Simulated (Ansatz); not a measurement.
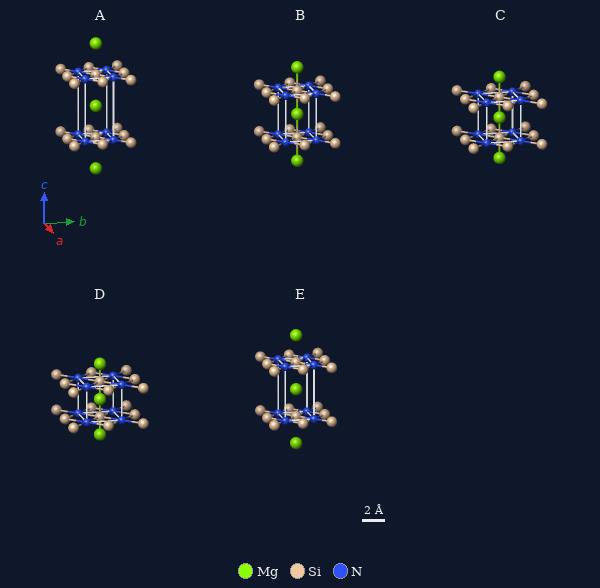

5 geometries from one relaxation of a crystal of MgSiN (a generated structure, set up in P4/mmm) (coarse preliminary run), in shuffled order. A ball-and-stick model of the cell of the calculation, seen slightly off an axis.

The calculation used DFT PBE, scalar-relativistic, plane waves, PAW (Ansatz 0.2.0). (plane-wave cutoff 420 eV; k-point mesh 6 × 6 × 6; occupations gaussian; smearing width 0.1 eV; no spin polarisation; cell and atoms relaxed; force threshold 0.04 eV/Å; at most 70 steps)

Order the frames from highest to lowest energy.

Answer. D, C, B, E, A. They are steps 0, 3, 7, 13, 21, at +4194 meV per atom, +1834 meV per atom, +581 meV per atom, +84.8 meV per atom relative to the last. The atoms keep their places relative to the cell (all moves are under 0.005 Å). Cell: a = b 3.373 → 2.733 Å (−19.0 %), c 3.436 → 6.072 Å (+76.7 %). Volume +16.0 %. Near-neighbour distances that change, for instance: Mg–Si 1.718 → 3.036 Å, Si–Si 3.373 → 2.733 Å, Mg–Mg 3.373 → 2.733 Å, N–Si 2.385 → 1.932 Å. Bonds break: Mg–Si (1.72 → 3.04 Å). The space group stays P4/mmm (No. 123). Over 18 accepted moves (21 points after the start) the energy falls by 4194 meV per atom. All forces vanish by symmetry, so only the cell relaxes. Pressure: 75.99 GPa at the start and 0.18 GPa at the end. At 3 points the geometry stayed and the basis and grid were re-selected for the new cell (energy shift of 195 meV per atom at most each time).
